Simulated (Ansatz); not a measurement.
**A hypothetical structure for MoPS**

This structure for MoPS is made up. Its elements were placed in a known structure type with a cell scaled to their sizes. What cell does the guess relax to, and how far off was it?

Method: DFT, r2SCAN, plane-wave PAW, files of the set soft_1, scalar-relativistic, no spin, cell and ions relaxed at zero pressure; PAW set soft_1, in the first sound run; inputs show where later runs differ, in Ansatz 0.2.0.

**1. Set-up**

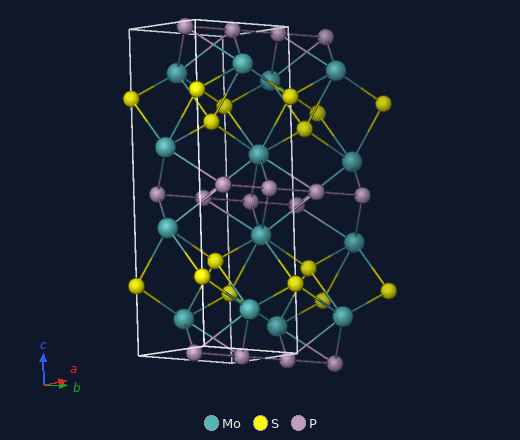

The starting structure, seen from a free direction (molybdenum teal, sulfur yellow, phosphorus pink). 1×2×1 cells are drawn. This picture shows the conventional cell, with its axes. Some periodic images of atoms are drawn too.

**2. Relaxation of the guess**

The guess takes its coordinates from another compound and its volume from a rule, so the cell and any free coordinates are relaxed together.

input.yaml

```yaml
crystal:
  lattice:
    - [-1.7895, 2.376, 6.113]
    - [1.7895, -2.376, 6.113]
    - [1.7895, 2.376, -6.113]
  atoms:
    - { symbol: Mo, position: [0.6236, 0.1236, 0.5] }
    - { symbol: Mo, position: [0.3764, 0.8764, 0.5] }
    - { symbol: S, position: [0.2133, 0.2133, 0.0] }
    - { symbol: S, position: [0.7867, 0.7867, 0.0] }
    - { symbol: P, position: [0.7537, 0.5, 0.2537] }
    - { symbol: P, position: [0.2463, 0.5, 0.7463] }
kpoints:
  mp_grid: { grid: [9, 9, 9] }
scf:
  occupations: { method: fermi_dirac, width: 0.05 }
hamiltonian:
  xc: r2scan
  pseudopotentials: { kind: paw, azcp: { folder: soft_1 } }
relax:
  f_tol: 0.015
  max_steps: 70
  cell: {}
output:
  forces: true
  stress: true
```

Run with:

```
$ ansatz run input.yaml --threads 4 --pin off --max-ram 10240MiB --backend cpu --events-out ev --progress --plain --runs-dir out
```

Numbers of over 12 decimals in the logs are rounded to 6 here.

The log of the run:

```text
basis.fft_grid_basis auto: the FFT boxes are laid along the combinations [[1, 0, 1], [0, 1, 1], [0, 0, 1]] of the cell's own vectors, 4.752, 3.579 and 6.798 Å long. The dense box has 36×27×50 points. Along the cell's own vectors, as sized, it would have 50×50×50, 2.57 times as many. Of the 8 symmetry operations that the crystal satisfies within crystal.symmetry.tolerance (time reversal apart; of a slab, those that ke [...]
Engine: ansatz 0.2.0, aarch64-unknown-linux-gnu
Pseudopotentials: kind: paw
Pseudopotential: Mo, paw, valence charge 14, recommended cutoff 500 eV (meta_gga), soft_1/Mo.paw.azcp
Pseudopotential: S, paw, valence charge 6, recommended cutoff 500 eV (meta_gga), soft_1/S.paw.azcp
Pseudopotential: P, paw, valence charge 5, recommended cutoff 500 eV (meta_gga), soft_1/P.paw.azcp
Functional definition: r2SCAN
  parameter k0 = 0.174
  parameter k1 = 0.065
  parameter a1 = 4.9479
  exchange = r2scan_x(k0 = k0, k1 = k1, a1 = a1)
  correlation = r2scan_c
Crystal: 6 atoms, lattice volume = 103.966 Å³
Basis set: ecut = 500 eV, 2681 PW (Γ), FFT grids on a1+a3, a2+a3, a3, exchange–correlation on 144×108×200 points (64 copies of the dense FFT grid, shifted against one another)
Bands: 31, of which v1, the nominal top of the filled ones, is band 25 counted from 1 (24 counted from 0)
Symmetry: 8 space group operations
Space group: Immm (ITA 71), of the structure as read, at distance tolerance 4.7e-5 Å
k-points: 125 of 729
Non-local potential: Mo, projectors of the file, l = 0: 3, l = 1: 2, l = 2: 2, l = 3: 1
Non-local potential: S, projectors of the file, l = 0: 2, l = 1: 2, l = 2: 1
Non-local potential: P, projectors of the file, l = 0: 2, l = 1: 2, l = 2: 1
PAW form: soft (Blöchl's): semilocal exchange-correlation on the pseudo side does not see the compensation charge
PAW frozen core: Mo, regenerated for the run's functional (the file was generated under x = pbe(κ = 0.804, μ = 0.219515), c = pbe(β = 0.066725))
PAW frozen core: S, regenerated for the run's functional (the file was generated under x = pbe(κ = 0.804, μ = 0.219515), c = pbe(β = 0.066725))
PAW frozen core: P, regenerated for the run's functional (the file was generated under x = pbe(κ = 0.804, μ = 0.219515), c = pbe(β = 0.066725))
PAW one-centre angular grid: Mo, 590 points (default); XC on 160 Gauss nodes
PAW one-centre angular grid: S, 302 points (default); XC on 160 Gauss nodes
PAW one-centre angular grid: P, 302 points (default); XC on 160 Gauss nodes
Initial density: superposition of atomic densities (chi_scale 0.1, normalization cell, long waves kept (reshape's long-wave potential 0.07 eV rms))
Initial wavefunctions: pseudopotential atomic-orbital guess
Functional: x = r2scan, c = r2scan; τ floored in thin density (d = 2e-4 eV/Å³)
SCF iter   1: F=—  HF=-13269.393324 eV  |F-HF|=—  |Δ(HF+E_count)|=         —  Δρ=8.37e-2  dr2=1.43e1  dr2_τ=5.72e-1  ethr=3.10e-3  ⟨swp⟩=8.6  Hψ=20314  notcnv=0
preconditioner: auto → Kerker (q_TF=auto, 2.415 Å⁻¹)  [metal: Δε(μ)=0.001 eV  Ē_g=7.742 eV  σ=0.050 eV  W_gap=0.00  n_scr=24 (ndim 8)  ℏωp=21.2 eV  f_vac=0.000  D(μ)=3.64/eV (n_scr^D=32)]
SCF iter   2: F=—  HF=-13267.269711 eV  |F-HF|=—  |Δ(HF+E_count)|=    2.12e0  Δρ=2.94e-2  dr2=1.71e0  dr2_τ=4.73e-1  ethr=3.10e-3  ⟨swp⟩=3.1  Hψ=9162  notcnv=0
SCF iter   3: F=—  HF=-13267.206075 eV  |F-HF|=—  |Δ(HF+E_count)|=   6.36e-2  Δρ=1.79e-2  dr2=5.79e-1  dr2_τ=8.86e-3  ethr=3.10e-3  ⟨swp⟩=1.9  Hψ=4868  notcnv=0
SCF iter   4: F=—  HF=-13267.173829 eV  |F-HF|=—  |Δ(HF+E_count)|=   3.22e-2  Δρ=3.24e-3  dr2=1.84e-2  dr2_τ=9.33e-4  ethr=1.16e-3  ⟨swp⟩=3.1  Hψ=6694  notcnv=0  defer=1
SCF iter   5: F=—  HF=-13267.175558 eV  |F-HF|=—  |Δ(HF+E_count)|=   1.73e-3  Δρ=1.27e-3  dr2=2.62e-3  dr2_τ=1.57e-4  ethr=3.69e-5  ⟨swp⟩=2.2  Hψ=6600  notcnv=0  defer=1
SCF iter   6: F=—  HF=-13267.175683 eV  |F-HF|=—  |Δ(HF+E_count)|=   1.25e-4  Δρ=3.90e-4  dr2=2.68e-4  dr2_τ=2.24e-5  ethr=5.23e-6  ⟨swp⟩=2.2  Hψ=6274  notcnv=0
SCF iter   7: F=—  HF=-13267.175673 eV  |F-HF|=—  |Δ(HF+E_count)|=   1.07e-5  Δρ=6.65e-5  dr2=9.09e-6  dr2_τ=5.69e-7  ethr=5.36e-7  ⟨swp⟩=2.3  Hψ=5745  notcnv=0
SCF iter   8: F=—  HF=-13267.175671 eV  |F-HF|=—  |Δ(HF+E_count)|=   1.85e-6  Δρ=1.93e-5  dr2=8.47e-7  dr2_τ=1.43e-8  ethr=1.82e-8  ⟨swp⟩=2.1  Hψ=5985  notcnv=0
SCF iter   9: F=-13267.175671 eV  HF=-13267.175671 eV  |F-HF|=8.39e-9  |Δ(HF+E_count)|=   8.13e-8  Δρ=4.79e-6  dr2=4.67e-8  dr2_τ=2.53e-9  ethr=2.00e-10  ⟨swp⟩=5.4  Hψ=15340  notcnv=0
SCF 1 converged in 9 iterations: F = -13267.175671 eV  dr2 = 4.67e-8
  greatest PAW one-centre occupation: 0.999 electrons in one spin orbital (limit 2), on the Mo atom at site 1 (counted from 0), in its partial waves of l = 0
relax step   1: F+E_penalty+E_count = -13267.17567088 eV  Δ(F+E_penalty+E_count) = +0.000e0 eV  max|allowed force component| = 8.363e-1 eV/Å  Δτ_max = 0.0000 Å  P = -16.744 GPa  Ω = 103.966 Å³  (9 SCF iters, dr2 threshold 1.00e-7 eV, accepted)
Crystal: 6 atoms, lattice volume = 93.435 Å³
Basis set: ecut = 500 eV, 2379 PW (Γ), FFT grids on a1+a3, a2+a3, a3, exchange–correlation on 144×108×200 points (64 copies of the dense FFT grid, shifted against one another)
Initial density: handed on by an earlier stage of this run
Initial wavefunctions: those handed on with the density
iter 1 solved again at ethr=4.47e-4 eV; its pass at ethr=3.10e-3 eV (dr2=2.24e-1 eV) is discarded
SCF iter   1: F=—  HF=-13267.466675 eV  |F-HF|=—  |Δ(HF+E_count)|=         —  Δρ=9.66e-3  dr2=2.25e-1  dr2_τ=7.01e-1  ethr=4.47e-4  ⟨swp⟩=1.6  Hψ=25287  notcnv=0
preconditioner: auto → Kerker (q_TF=auto, 2.458 Å⁻¹)  [metal: Δε(μ)=0.022 eV  Ē_g=7.823 eV  σ=0.050 eV  W_gap=0.11  n_scr=24 (ndim 8)  ℏωp=22.4 eV  f_vac=0.000  D(μ)=2.43/eV (n_scr^D=16)]
SCF iter   2: F=—  HF=-13267.973513 eV  |F-HF|=—  |Δ(HF+E_count)|=   5.07e-1  Δρ=6.52e-3  dr2=9.26e-2  dr2_τ=1.71e-3  ethr=4.47e-4  ⟨swp⟩=2.4  Hψ=7463  notcnv=0
SCF iter   3: F=—  HF=-13267.963119 eV  |F-HF|=—  |Δ(HF+E_count)|=   1.04e-2  Δρ=4.07e-3  dr2=3.89e-2  dr2_τ=5.71e-3  ethr=1.85e-4  ⟨swp⟩=2.6  Hψ=6524  notcnv=0
SCF iter   4: F=—  HF=-13267.957930 eV  |F-HF|=—  |Δ(HF+E_count)|=   5.19e-3  Δρ=1.03e-3  dr2=1.04e-3  dr2_τ=1.53e-4  ethr=7.79e-5  ⟨swp⟩=2.0  Hψ=5521  notcnv=0  defer=1
SCF iter   5: F=—  HF=-13267.958254 eV  |F-HF|=—  |Δ(HF+E_count)|=   3.24e-4  Δρ=4.42e-4  dr2=2.35e-4  dr2_τ=6.21e-6  ethr=2.08e-6  ⟨swp⟩=2.1  Hψ=6137  notcnv=0  defer=1
SCF iter   6: F=—  HF=-13267.958299 eV  |F-HF|=—  |Δ(HF+E_count)|=   4.45e-5  Δρ=8.58e-5  dr2=7.47e-6  dr2_τ=5.26e-7  ethr=4.70e-7  ⟨swp⟩=2.0  Hψ=5927  notcnv=0  defer=1
[...]
SCF iter   3: F=—  HF=-13267.998089 eV  |F-HF|=—  |Δ(HF+E_count)|=   8.09e-4  Δρ=1.25e-3  dr2=9.16e-4  dr2_τ=8.92e-5  ethr=6.94e-6  ⟨swp⟩=2.7  Hψ=6488  notcnv=0
SCF iter   4: F=—  HF=-13267.998435 eV  |F-HF|=—  |Δ(HF+E_count)|=   3.46e-4  Δρ=2.28e-4  dr2=5.13e-5  dr2_τ=1.59e-5  ethr=1.83e-6  ⟨swp⟩=3.0  Hψ=7581  notcnv=0
SCF iter   5: F=—  HF=-13267.998439 eV  |F-HF|=—  |Δ(HF+E_count)|=   3.62e-6  Δρ=1.11e-4  dr2=1.54e-5  dr2_τ=6.17e-7  ethr=1.03e-7  ⟨swp⟩=2.7  Hψ=7070  notcnv=0
SCF iter   6: F=—  HF=-13267.998440 eV  |F-HF|=—  |Δ(HF+E_count)|=   1.34e-6  Δρ=3.22e-5  dr2=1.32e-6  dr2_τ=6.61e-8  ethr=3.09e-8  ⟨swp⟩=2.5  Hψ=6036  notcnv=0
SCF iter   7: F=-13267.998440 eV  HF=-13267.998440 eV  |F-HF|=1.64e-8  |Δ(HF+E_count)|=   2.07e-7  Δρ=7.47e-6  dr2=6.78e-8  dr2_τ=3.60e-9  ethr=1.20e-9  ⟨swp⟩=5.0  Hψ=14396  notcnv=0
SCF 3 converged in 7 iterations: F = -13267.998440 eV  dr2 = 6.78e-8
relax step   3: F+E_penalty+E_count = -13267.99844019 eV  Δ(F+E_penalty+E_count) = -4.014e-2 eV  max|allowed force component| = 2.442e-1 eV/Å  Δτ_max = 0.0243 Å  P = +0.504 GPa  Ω = 91.077 Å³  energy of the carried Pulay correction = +2.060e-3 eV  (7 SCF iters, dr2 threshold 6.00e-7 eV, accepted)
[...]
relax step   4: F+E_penalty+E_count = -13268.00579953 eV  Δ(F+E_penalty+E_count) = -7.359e-3 eV  max|allowed force component| = 1.837e-1 eV/Å  Δτ_max = 0.0106 Å  P = +0.365 GPa  Ω = 90.830 Å³  energy of the carried Pulay correction = +2.102e-3 eV  (6 SCF iters, dr2 threshold 6.00e-7 eV, accepted)
[...]
relax step   5: F+E_penalty+E_count = -13268.00824394 eV  Δ(F+E_penalty+E_count) = -2.444e-3 eV  max|allowed force component| = 1.105e-1 eV/Å  Δτ_max = 0.0164 Å  P = -0.046 GPa  Ω = 90.965 Å³  energy of the carried Pulay correction = +2.079e-3 eV  (5 SCF iters, dr2 threshold 6.00e-7 eV, accepted)
[...]
relax step   6: F+E_penalty+E_count = -13268.00917839 eV  Δ(F+E_penalty+E_count) = -9.345e-4 eV  max|allowed force component| = 1.711e-2 eV/Å  Δτ_max = 0.0092 Å  P = +0.055 GPa  Ω = 91.029 Å³  energy of the carried Pulay correction = +2.068e-3 eV  (5 SCF iters, dr2 threshold 6.00e-7 eV, accepted)
[...]
relax step   7: F+E_penalty+E_count = -13268.00931322 eV  Δ(F+E_penalty+E_count) = -1.348e-4 eV  max|allowed force component| = 7.138e-3 eV/Å  Δτ_max = 0.0013 Å  P = -0.031 GPa  Ω = 91.048 Å³  energy of the carried Pulay correction = +2.065e-3 eV  (5 SCF iters, dr2 threshold 2.22e-7 eV, accepted)
[...]
relax step   8: F+E_penalty+E_count = -13268.00933180 eV  Δ(F+E_penalty+E_count) = -1.858e-5 eV  max|allowed force component| = 1.234e-3 eV/Å  Δτ_max = 0.0006 Å  P = +0.005 GPa  Ω = 91.025 Å³  energy of the carried Pulay correction = +2.069e-3 eV  (5 SCF iters, dr2 threshold 2.24e-8 eV, accepted)
Basis set: ecut = 500 eV, 2279 PW (Γ), FFT grids on a1+a3, a2+a3, a3, exchange–correlation on 144×100×192 points (64 copies of the dense FFT grid, shifted against one another)
Initial wavefunctions: pseudopotential atomic-orbital guess (no wavefunctions were taken with the density)
iter 1 solved again at ethr=3.66e-7 eV; its pass at ethr=3.10e-3 eV (dr2=1.83e-4 eV) is discarded
SCF iter   1: F=—  HF=-13268.007547 eV  |F-HF|=—  |Δ(HF+E_count)|=         —  Δρ=1.58e-4  dr2=2.29e-6  dr2_τ=2.63e-5  ethr=3.66e-7  ⟨swp⟩=4.1  Hψ=32290  notcnv=0
SCF iter   2: F=—  HF=-13268.007555 eV  |F-HF|=—  |Δ(HF+E_count)|=   7.70e-6  Δρ=8.21e-5  dr2=6.08e-7  dr2_τ=8.38e-7  ethr=4.58e-9  ⟨swp⟩=2.1  Hψ=7044  notcnv=0
SCF iter   3: F=—  HF=-13268.007557 eV  |F-HF|=—  |Δ(HF+E_count)|=   2.18e-6  Δρ=5.32e-6  dr2=1.14e-8  dr2_τ=5.14e-9  ethr=1.22e-9  ⟨swp⟩=2.0  Hψ=6675  notcnv=0
SCF iter   4: F=—  HF=-13268.007557 eV  |F-HF|=—  |Δ(HF+E_count)|=   1.18e-8  Δρ=1.70e-6  dr2=1.79e-9  dr2_τ=6.02e-10  ethr=2.27e-11  ⟨swp⟩=2.0  Hψ=7080  notcnv=0
SCF iter   5: F=—  HF=-13268.007557 eV  |F-HF|=—  |Δ(HF+E_count)|=  9.26e-10  Δρ=7.14e-7  dr2=7.67e-10  dr2_τ=6.54e-11  ethr=3.58e-12  ⟨swp⟩=2.4  Hψ=6319  notcnv=0
SCF iter   6: F=—  HF=-13268.007557 eV  |F-HF|=—  |Δ(HF+E_count)|=  8.00e-11  Δρ=1.62e-7  dr2=6.16e-11  dr2_τ=2.62e-12  ethr=1.53e-12  ⟨swp⟩=2.0  Hψ=5565  notcnv=0
SCF iter   7: F=-13268.007557 eV  HF=-13268.007557 eV  |F-HF|=1.82e-12  |Δ(HF+E_count)|=  1.82e-12  Δρ=4.38e-8  dr2=1.69e-12  dr2_τ=1.42e-13  ethr=1.00e-12  ⟨swp⟩=5.0  Hψ=14395  notcnv=0
SCF 9 converged in 7 iterations: F = -13268.007557 eV  dr2 = 1.69e-12
relax step   9: F+E_penalty+E_count = -13268.00755708 eV  Δ(F+E_penalty+E_count) = +1.775e-3 eV  max|allowed force component| = 1.133e-3 eV/Å  Δτ_max = 0.0000 Å  P = -0.002 GPa  Ω = 91.025 Å³  stress off target by 9.62e-3 GPa  SCF on the basis re-selected at this cell (its energy is not comparable with the rows above)  (7 SCF iters)
basis re-selected at this cell: Δ(F+E_penalty+E_count) = +1.775e-3 eV, ΔP = -0.007 GPa vs the last step (what re-selecting the basis moved, of the pressure what is left beyond the Pulay correction that the steps carried, after the strain that the cell walked since its last selection, with what the two solves' SCF thresholds leave and, on support functions, any second-order correction that the steps lacked; it is no measure of the basis error at this ecutwfc). The dense FFT grid was sized anew with the basis: this SCF ran on 36×25×48 points, the steps before it on 36×27×50, so part of this shift can come from that change (see relax.cell in the input reference). [rest of the remark cut]
SCF converged after 7 iterations
Free energy (F): -13268.007557 eV
Harris-Foulkes:  -13268.007557 eV  (|F-HF|=1.82e-12)
Internal energy: -13267.981723 eV  (E = F + TS)
E sigma→0 (E₀):  -13267.994640 eV
Entropy (-TS):   -0.025834 eV (-4.306 meV/atom)
Fermi energy:    14.322344 eV
--- Per-component energies (eV) ---
  E_band       = -195.552200
  E_kinetic    = 1199.197033
  E_local      = -2572.716031  (includes V_loc(G=0)·N_el)
  E_nonlocal   = 427.540510
  E_hartree    = 932.970584
  E_xc         = -649.659567
  E_vxc        = -804.643837  (∫ρ·V_xc dr)
  E_paw        = -8822.718825  (= ΣΔE_a)
  E_vpaw       = -357.581811  (= ΣTr[D̂ρ^β])
  E_aug_tail   = 0.000046  (compensation charges beyond the density's cutoff)
  E_vtau       = 46.710705  (kinetic-family band-sum trace: ∫τ·v_τ [+ j·A + Jᵃ·Aᵃ] dr)
  E_ewald      = -3781.751853
  E_core_change = -0.843620  (= ΣΔE_core)
  E_smearing   = -0.025834  (= −TS)
  E_closure    = -0.000000  (closes the sum)
  Σ components = -13268.007557   (vs F -13268.007557, Δ=0.00e0)
--- Forces (eV/Å), atoms counted from 1 ---
  atom   1  Mo     0.00000000     0.00000000     0.00101577
  atom   2  Mo     0.00000000     0.00000000    -0.00101577
  atom   3  S      0.00000000     0.00000000     0.00113331
  atom   4  S      0.00000000     0.00000000    -0.00113331
  atom   5  P      0.00000000     0.00032232     0.00000000
  atom   6  P      0.00000000    -0.00032232     0.00000000
  max |Σ_I F_I| component: 2.17e-19 eV/Å
--- Stress (GPa, compression-positive) ---
       -0.009622       0.000000       0.000000
        0.000000       0.005057       0.000000
        0.000000       0.000000      -0.001711
  P = ⅓ Tr σ = -0.0021 GPa (-0.021 kbar)
--- Relaxed structure (8 steps of the walk, 8 accepted, 1 SCFs on fresh bases) ---
  F+E_penalty+E_count = -13268.00755708 eV   max|allowed force component| = 1.133e-3 eV/Å   (the final SCF, on the basis selected at the relaxed cell)
  cell:  # Å, volume = 91.0255 Å³
    - [-1.663379, 2.329781, 5.872141]
    - [1.663379, -2.329781, 5.872141]
    - [1.663379, 2.329781, -5.872141]
  atoms:
    - { symbol: Mo, position: [0.621601, 0.121601, 0.5] }
    - { symbol: Mo, position: [0.378399, 0.878399, 0.500000] }
    - { symbol: S, position: [0.214299, 0.214299, 4.629494139099499e-18] }
    - { symbol: S, position: [0.785701, 0.785701, 1.781700578941863e-17] }
    - { symbol: P, position: [0.760802, 0.500000, 0.260802] }
    - { symbol: P, position: [0.239198, 0.500000, 0.739198] }
```

The job ended after 2 min (4 threads of Arm Neoverse V1, shared host; peak memory 0.87 GiB; 7.8 min of CPU time).

Relaxation path:

```
step  energy less that of the first step (eV)  largest force component (eV/Å)  pressure (GPa)  volume (Å³)
   1                                   0.0000                          0.8363          -16.74       103.97
   2                                  -0.7826                          0.3788           -2.59        93.43
   3                                  -0.8228                          0.2442            0.50        91.08
   4                                  -0.8301                          0.1837            0.37        90.83
   5                                  -0.8326                          0.1105           -0.05        90.97
   6                                  -0.8335                          0.0171            0.06        91.03
   7                                  -0.8336                          0.0071           -0.03        91.05
   8                                  -0.8337                          0.0012            0.00        91.03
  9*                                  -0.8319                          0.0011            0.00        91.03
```

Relaxation steps marked * repeat the geometry before them on a plane-wave basis chosen anew for their cell, so energy and pressure can jump there.

The run keeps the 8 symmetry operations that it works with, so distortions that break them were not tested.

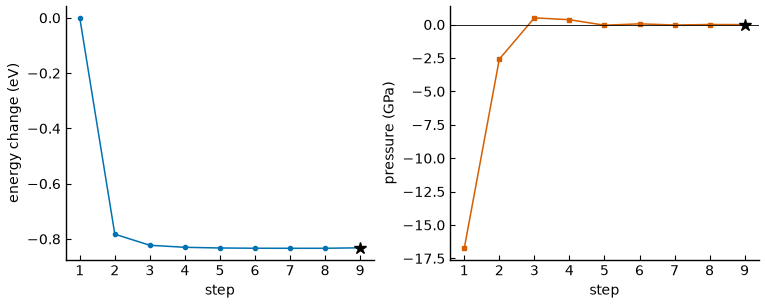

Energy and pressure along the relaxation. Stars mark steps on a basis chosen anew.

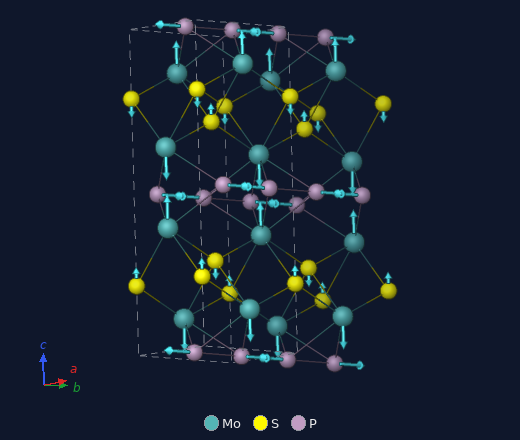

Displacements in the relaxation, exaggerated, measured against the changing cell; the longest in the cell stands for 0.03 Å. 1×2×1 conventional cells are drawn. Some periodic images of atoms are drawn too.

```
conventional cell, symmetrised  before   after   change
                         a (Å)   3.579   3.327   -7.0 %
                         b (Å)   4.752   4.660   -1.9 %
                         c (Å)  12.226  11.744   -3.9 %
              volume (Å³/atom)   17.33   15.17  -12.4 %
```

The atoms that moved most (Å, as changes of fractional coordinates times the final cell):

```
atom     dx      dy      dz  length
  P5  0.000   0.033   0.000   0.033
  P6  0.000  -0.033   0.000   0.033
 Mo2  0.000   0.000   0.023   0.023
 Mo1  0.000   0.000  -0.023   0.023
  S4  0.000   0.000  -0.012   0.012
  S3  0.000   0.000   0.012   0.012
```

The relaxed structure:

```xyz
6
Lattice="-1.6634 2.3298 5.8721 1.6634 -2.3298 5.8721 1.6634 2.3298 -5.8721" Properties=species:S:1:pos:R:3 pbc="T T T"
Mo    0.0000    2.3298    1.4281
Mo    1.6634    0.0000    4.4440
S     0.0000    0.0000    2.5168
S     0.0000    0.0000    9.2275
P     0.0000    1.2152    5.8721
P     1.6634    1.1146    0.0000
```

This step gave:

- free energy: -13268.0076 eV
- energy at zero smearing: -13267.9946 eV
- smearing term TS: 0.02583 eV
- Fermi energy: 14.32 eV
- electrons: 50
- symmetry operations: 8
- pressure: -0.002092 GPa

The shortest distance of each pair, which need not be the same contact before and after:

```
 pair  guess (Å)  relaxed (Å)
  P–P      2.341        2.229
 Mo–P      2.634        2.507
 Mo–S      2.617        2.546
Mo–Mo      3.022        2.856
  S–S      3.107        2.983
```

The relaxation ends with a largest force component of 0.0011 eV/Å and a pressure of 0.00 GPa.

(Part 1 of 2 ends here.)

[Logs are printed without paths, hosts, clocks, repeated set-up lines and the standing remarks that a program may print on its own settings, such as how far it seeks lower states.]

[Hosts, paths, dates, database ids (printed as entryN), source tags and the programs' standing remarks are cut or masked in the printed files.]
